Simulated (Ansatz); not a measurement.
## Effort and miss along a sweep of basis.ecutwfc: NaHgCl3 (P6_3/mmc, 10 atoms in the cell)

Cell: a = 7.6149 Å, b = 7.6149 Å, c = 6.5058 Å, α = 90.00°, β = 90.00°, γ = 120.00°.

Level of theory: LDA (PW92), default PAW files made with PBE (plane waves; Ansatz, a quantum-chemistry and plane-wave program).

Base settings: basis.ecutwfc = 420 eV; kpoints.mp_grid.grid = 4 4 4; hamiltonian.xc = lda; hamiltonian.pseudopotentials = {kind: paw} (the program's default PAW files); scf.occupations.method = fermi_dirac; scf.occupations.width = 0.05 eV.

Misses are taken against the tightest run, 840 eV, which need not be fully converged itself. The energy is the free energy per atom.

The count of work is k-points × plane waves × bands × iterations; it is no time, and leaves out set-up, grids and terms that scale otherwise. 

Ansatz's pressure holds its estimate of the finite-basis (Pulay) stress, which hides part of the cutoff error; the uncorrected pressure shows it.

The starting cell was generated: these elements placed on a structure prototype, without a prior relaxation; it need not be a known phase or ordering of this composition. In the base run, forces exceed 1 eV/Å. Ansatz's pressure includes its estimate of the finite-basis (Pulay) stress.

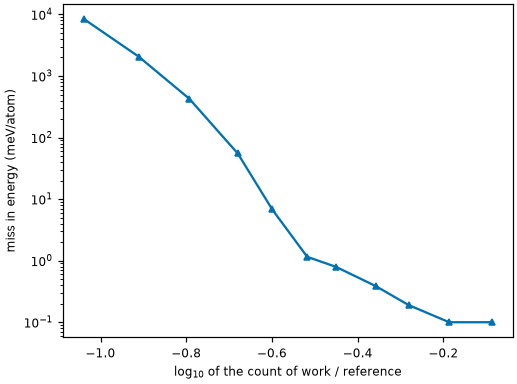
Miss against the count of work; the reference run is not drawn, and misses under 0.1 meV/atom are drawn there.

```csv
basis.ecutwfc,energy less reference (meV/atom),pressure less reference (GPa),largest difference in the force on any atom (eV/Å),uncorrected pressure less reference (GPa),count of work / reference
170 eV,8455.46,-1.41,0.372,-162.02,0.091
210 eV,2064.34,-0.20,0.036,-52.39,0.12
250 eV,428.03,0.29,0.108,-14.36,0.16
295 eV,55.16,0.06,0.020,-2.57,0.21
335 eV,6.78,0.01,0.002,-0.39,0.25
380 eV,1.16,0.00,0.001,-0.02,0.30
420 eV,0.79,0.00,0.001,-0.01,0.35
485 eV,0.39,0.00,0.000,-0.01,0.44
545 eV,0.19,0.00,0.000,0.00,0.52
630 eV,0.06,0.00,0.000,0.00,0.65
735 eV,0.01,0.00,0.000,0.00,0.82
840 eV,0.00,0.00,0.000,0.00,1.0
```

Coarsest setting among those run that, with all tighter ones, holds the energy within 10 meV/atom of the reference: 335 eV, off by 6.8 meV/atom; it needs 0.25 of the reference's count of work.

Coarsest setting among those run that, with all tighter ones, holds the energy within 5 meV/atom of the reference: 380 eV, off by 1.2 meV/atom; it needs 0.30 of the reference's count of work.

The step from 335 eV to 735 eV: it takes the miss in the energy from 6.8 to 0.01 meV/atom, for 3.3 times the count of work.

Keys are those of Ansatz 0.2.
